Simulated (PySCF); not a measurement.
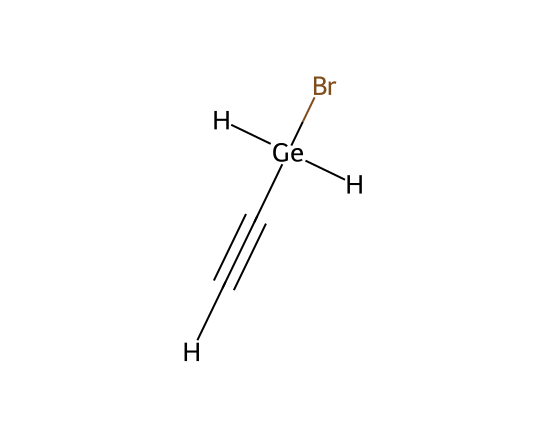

(Drawn from a calculation with PySCF.)

A structural formula.

### Give its SMILES.

C#[C][GeH2][Br]

### Give the formula, hydrogens included.

C2H3BrGe.

### An optimisation with PBE0-D3(BJ)/def2-SVP gave a structure of which point group?

Cs.
